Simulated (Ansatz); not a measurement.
SiPNH8: several calculations on one system

Part 1: Relaxation

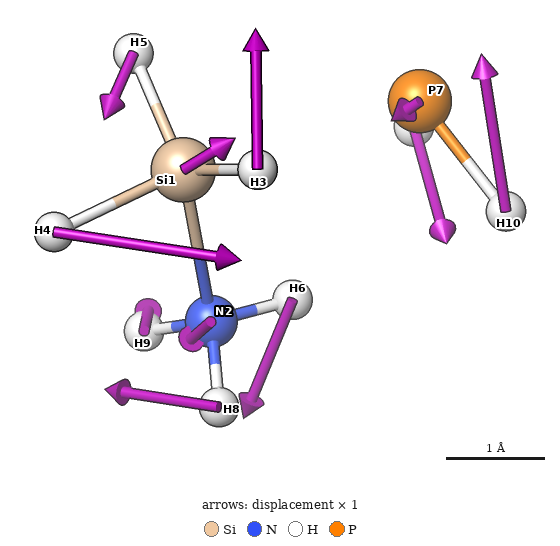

A relaxation of SiPNH8 (started from a transition state, displaced along its imaginary mode). The starting structure is drawn; purple arrows show the displacements, at their true length. The two geometries are superimposed by the best rigid fit.

The picture is a ball-and-stick view, seen at a tilt.

Computed with Ansatz, RKS PBE0-D4/def2-TZVP.

Input file:
```yaml
crystal:
  periodic: [false, false, false]
  atoms:
    - {symbol: Si, position_ang: [-1.082864, -0.442985, 0.325132]}
    - {symbol: N, position_ang: [0.806241, -0.417786, 0.768235]}
    - {symbol: H, position_ang: [-1.837318, 0.759582, 0.741221]}
    - {symbol: H, position_ang: [-1.316143, -1.357559, 1.547418]}
    - {symbol: H, position_ang: [-1.453096, -1.361696, -0.773139]}
    - {symbol: H, position_ang: [1.129149, 0.148364, 0.087802]}
    - {symbol: P, position_ang: [-0.172471, 1.194040, -1.706179]}
    - {symbol: H, position_ang: [1.014765, -0.011941, 1.683035]}
    - {symbol: H, position_ang: [1.258475, -1.328444, 0.687210]}
    - {symbol: H, position_ang: [0.634805, 2.219662, -1.089850]}
    - {symbol: H, position_ang: [1.018658, 0.598663, -2.270886]}
basis:
  gaussian: {orbitals: def2-TZVP}
hamiltonian: {xc: pbe0, dispersion: d4}
relax: {f_tol: 0.005, max_steps: 200}
```

Command:
```bash
ansatz run in.yaml --threads 4 --pin off --events-out ev --progress --plain --max-ram 9574MiB
```

> Atoms of which element are displaced furthest, and by how much?

Hydrogen: up to 2.03 Å, against 0.80 Å for nitrogen.

> What happened in the run?

After 72 accepted moves (86 points after the start) the energy has fallen by 1.552 eV. Largest force component: 3.2 eV/Å at the start, 0.0037 eV/Å at the end. The line search rejected the trial steps at points 12, 15, 36, 40, 47, 48, 51, 67 and more of the run. The forces were under the threshold at step 73, but the run went on from there. The atom that moves furthest after the best rigid fit is H4 (2.03 Å). By element the largest moves are H 2.03 Å, N 0.80 Å, Si 0.69 Å, P 0.43 Å. Some distances before and after: Si1–N2 1.941 → 3.038 Å, Si1–P7 2.763 → 2.258 Å, N2–H6 0.942 → 1.013 Å, Si1–H4 1.544 → 1.485 Å. New bonds form, among them: Si1–P7 (2.76 → 2.26 Å). Bonds break, among them: Si1–N2 (1.94 → 3.04 Å). Bond angles that change, for instance: H3–Si1–H5 125.9° → 106.5°, H4–Si1–H5 100.5° → 109.9°, H3–Si1–H4 100.5° → 107.6°. Cost: 2.6 min on 4 threads of Arm Neoverse V1, with other jobs on the host.

Part 2: Relaxation

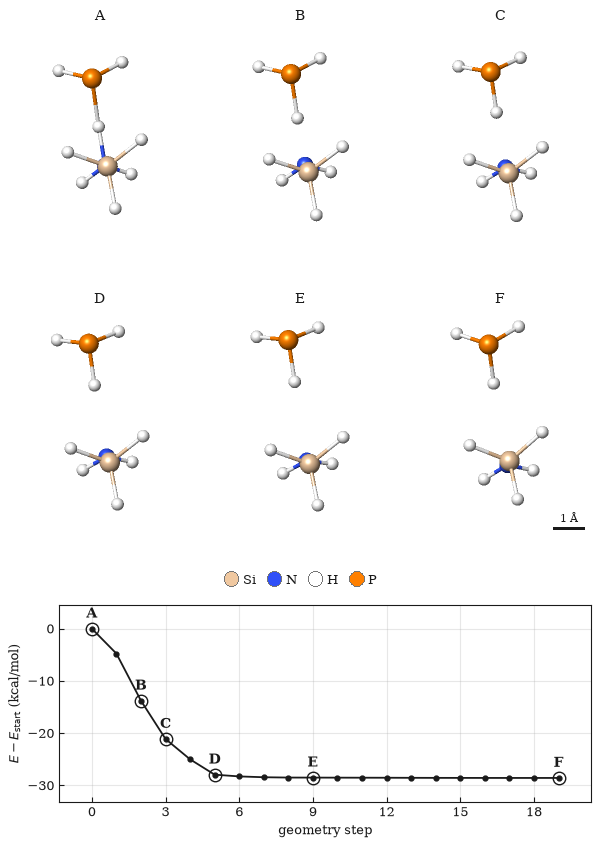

Frames of a relaxation of SiPNH8 (started from a transition state, displaced along its imaginary mode), marked on the history of the run. The picture is a ball-and-stick view, seen from a free direction.

These are results of RKS PBE0-D4/def2-TZVP in Ansatz 0.2.0, not measurements. (force threshold 0.005 eV/Å; at most 200 steps)

What happens along the run?

The energy falls by 28.6 kcal/mol in 19 geometry steps. Largest force component: 1.4 eV/Å at the start, 0.0044 eV/Å at the end. The forces were under the threshold at step 16, but the run went on from there. An H atom moves most after the best rigid fit: 0.89 Å. Largest moves by element: H 0.89 Å, P 0.59 Å, N 0.54 Å, Si 0.39 Å. Among the contacts that change: H–N 1.316 → 2.740 Å, P–Si 3.162 → 4.127 Å, H–P 1.725 → 1.420 Å, N–Si 1.797 → 1.724 Å. Bonds break, among them: H–N (1.32 → 2.74 Å). Bond angles that change, for instance: N–Si–H 105.3° → 115.7°, Si–N–H 114.5° → 119.2°, Si–N–H 114.5° → 119.2°. From step 0 to 2: an H atom moves most (0.29 Å), energy −13.8 kcal/mol. From step 2 to 3: an H atom moves most (0.19 Å), energy −7.33 kcal/mol. From step 3 to 5: the P atom moves most (0.39 Å), energy −6.83 kcal/mol. From step 5 to 9: the N atom moves most (0.14 Å), energy −0.56 kcal/mol. From step 9 to 19: an H atom moves most (0.25 Å), energy −0.07 kcal/mol.

```csv
step,"E − E(0), kcal/mol","largest force component, eV/Å"
0,0.00,1.4220
1,-4.77,1.7072
2,-13.79,1.3049
3,-21.12,1.5324
4,-25.01,1.2300
5,-27.95,0.5582
6,-28.28,0.3483
7,-28.44,0.1893
8,-28.50,0.0661
9,-28.51,0.0388
10,-28.52,0.0062
11,-28.53,0.0589
12,-28.54,0.0484
13,-28.55,0.0245
14,-28.56,0.0571
15,-28.57,0.0536
16,-28.57,0.0033
17,-28.57,0.0109
18,-28.57,0.0098
19,-28.57,0.0044
```

Part 3: Reaction

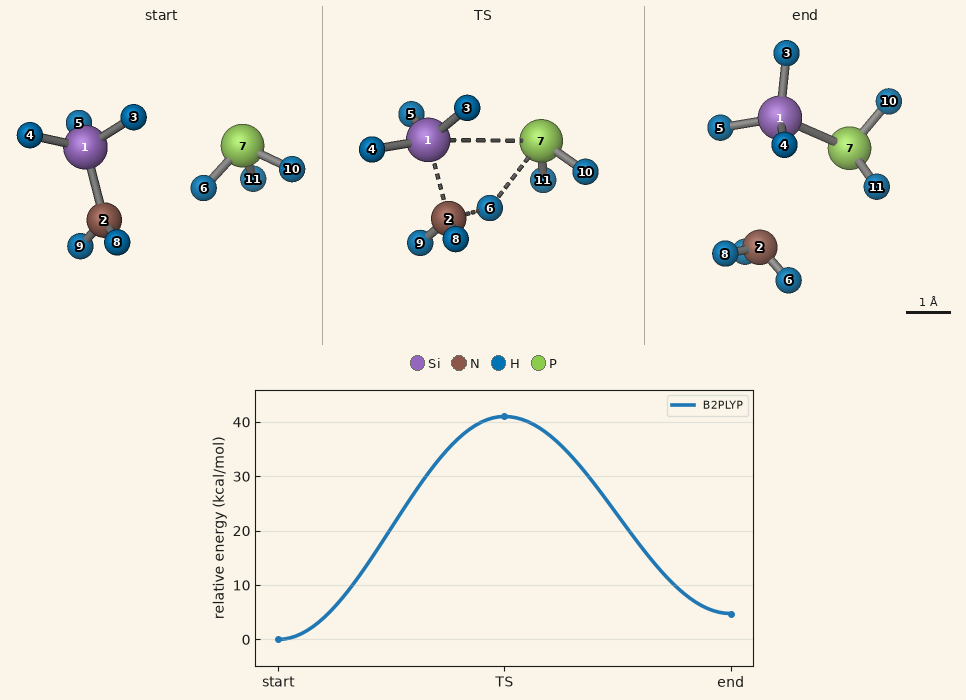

A reaction step of SiPNH₈, with its energy diagram. A ball-and-stick model, seen at a tilt. Dashed sticks mark bonds that form or break.

Stationary points at PBE0-D4/def2-TZVP, single-point energies with B2PLYP (def2-TZVPP where no basis is named; Ansatz 0.2.0). The energies are electronic, without zero-point or thermal terms, and both ends are the relaxed geometries reached downhill from the saddle, with any fragments still in contact.

### What happens, and what does it cost?

Counted by bonded pieces, the start holds PH₃ + SiH₅N and the end holds NH₃ + SiPH₅. From the start over the saddle to the end, bonds form: Si1–P7 (4.13 → 2.96 → 2.26 Å), N2–H6 (2.74 → 1.11 → 1.01 Å). Bonds break: Si1–N2 (1.72 → 1.86 → 3.04 Å), H6–P7 (1.42 → 2.07 → 3.49 Å). The saddle has one imaginary mode, 386i cm⁻¹. The end the start keeps a soft imaginary mode of 27i cm⁻¹, so it isn't quite a minimum. With B2PLYP the barrier is 41.0 kcal/mol from the start and 36.2 kcal/mol from the end, and the end lies 4.8 kcal/mol above the start.

Limits of the set-up: the start holds two separate molecules, 2.7 Å apart at their closest, whose relative position is a soft coordinate.
